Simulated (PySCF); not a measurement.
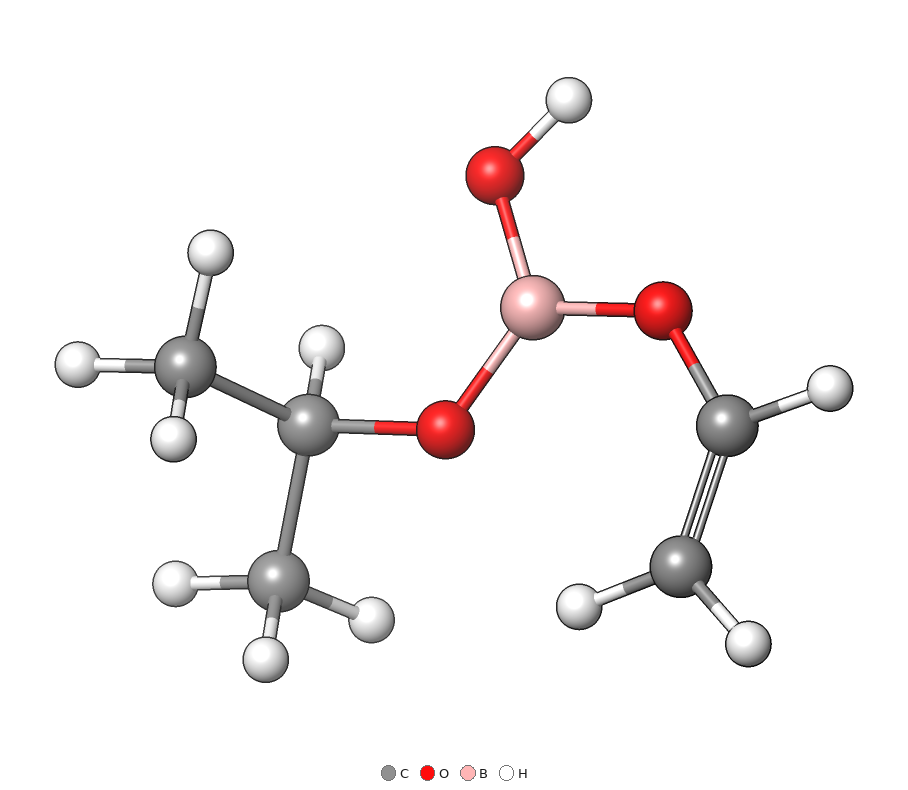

Computed geometry: PBE0-D3(BJ)/def2-SVP optimisation. No frequency run is at hand to confirm it as a minimum.

What does the picture show?

The molecule is C₅H₁₁BO₃. Its SMILES string is `C=COB(O)OC(C)C`. It has no ring. Among its groups: alkene. This geometry has C1 symmetry. Coordination: 2 C trigonal planar; 3 O bent; 1 B trigonal planar; 3 C tetrahedral.

More results for the same structure follow; atom numbers are the same in all pictures, views and colours differ.

## Electronic properties

No frequency run is at hand to confirm it as a minimum. Method: CAM-B3LYP/def2-SVPD, gas phase (PySCF 2.14.0). Excitations: vertical, linear response.

Computed properties:

- dipole moment: 0.68 D
- HOMO energy (Kohn–Sham orbital): −8.27 eV
- LUMO energy (Kohn–Sham orbital): 0.75 eV
- HOMO–LUMO gap: 9.01 eV
- mean static polarisability: 86.0 bohr³
- lowest vertical singlet excitation: 6.44 eV
- its oscillator strength: 0.018
- brightest of the 10 lowest singlets: 6.89 eV
- its oscillator strength: 0.26

## Charges

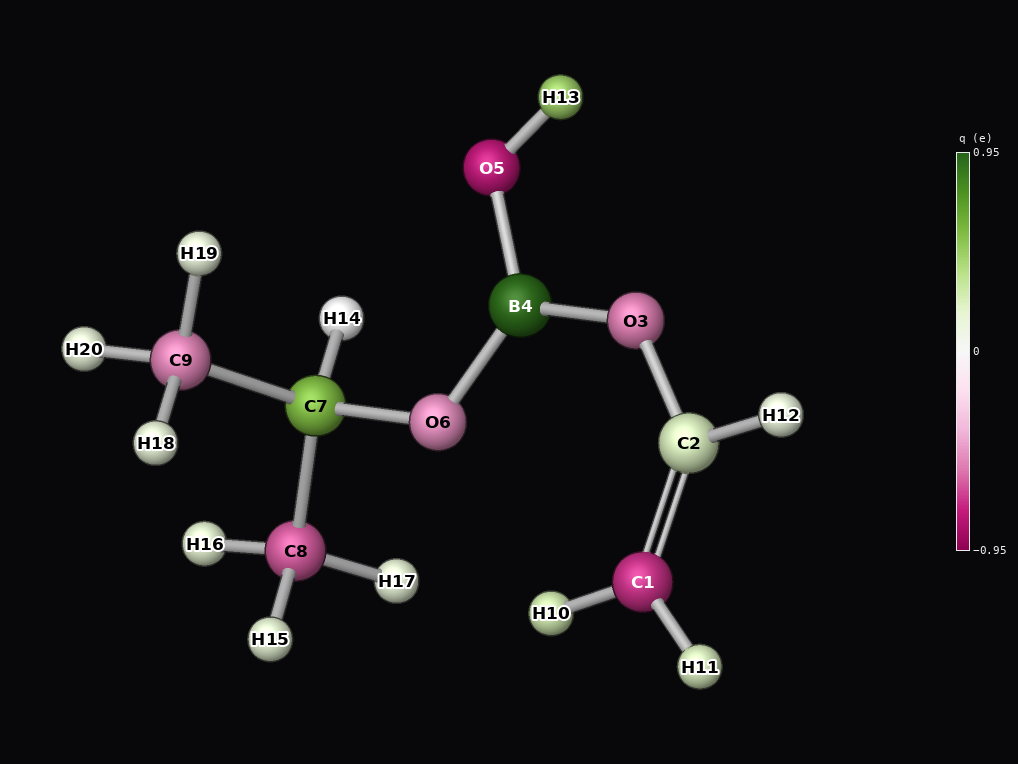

Atoms are coloured by their ESP-fitted charges. No frequency run is at hand to confirm it as a minimum. Level of theory: PBE0/pcSseg-1 in chloroform (IEF-PCM) (PySCF 2.14.0).

Give the ESP-fitted charges atom by atom.

```csv
atom,value (e)
C1,−0.71
C2,0.23
O3,−0.54
B4,0.92
O5,−0.77
O6,−0.50
C7,0.56
C8,−0.62
C9,−0.52
H10,0.27
H11,0.23
H12,0.12
H13,0.46
H14,0.00
H15,0.16
H16,0.17
H17,0.15
H18,0.14
H19,0.13
H20,0.14
```

## Quadrupole coupling

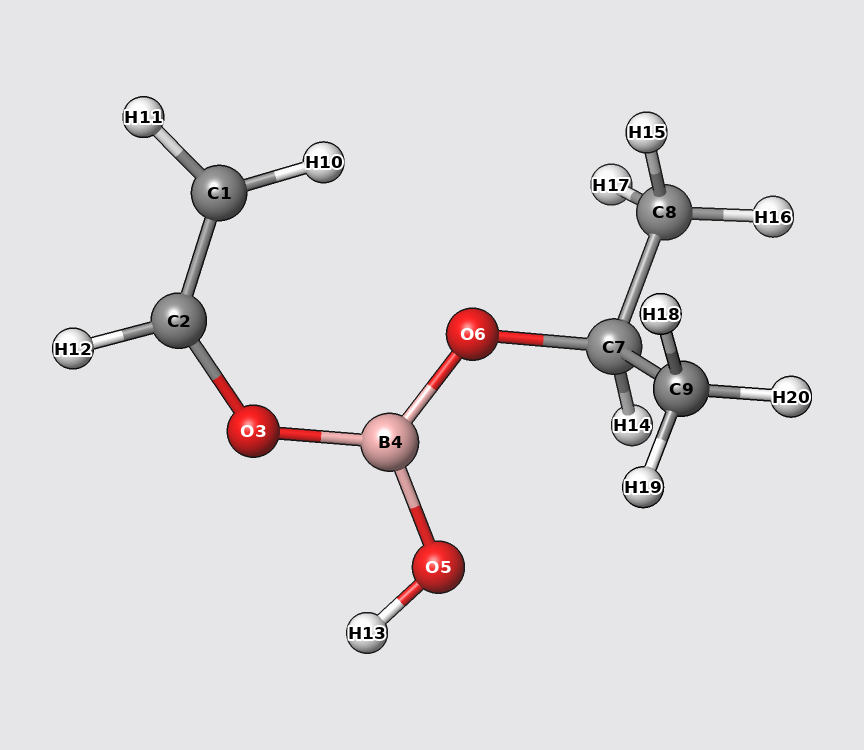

No frequency run is at hand to confirm it as a minimum. Electric field gradients from the ground-state density, PBE0/pcSseg-1 (PySCF 2.14.0), non-relativistic apart from any core potentials.

Give the largest field-gradient component, the quadrupole coupling constant and the asymmetry for 17O at O3 (Q = −25.6 mb), 11B at B4 (Q = 40.59 mb), 17O at O5 (Q = −25.6 mb), 17O at O6 (Q = −25.6 mb), 2H at H10 (Q = 2.86 mb), 2H at H11 (Q = 2.86 mb).

```json
{"atom": "O3", "V_zz (a.u.)": "1.582", "e²qQ/h (MHz)": "−9.52", "η": "0.07"}
{"atom": "B4", "V_zz (a.u.)": "0.263", "e²qQ/h (MHz)": "2.51", "η": "0.18"}
{"atom": "O5", "V_zz (a.u.)": "1.407", "e²qQ/h (MHz)": "−8.46", "η": "0.34"}
{"atom": "O6", "V_zz (a.u.)": "1.552", "e²qQ/h (MHz)": "−9.33", "η": "0.16"}
{"atom": "H10", "V_zz (a.u.)": "0.310", "e²qQ/h (MHz)": "0.208", "η": "0.05"}
{"atom": "H11", "V_zz (a.u.)": "0.313", "e²qQ/h (MHz)": "0.210", "η": "0.08"}
```
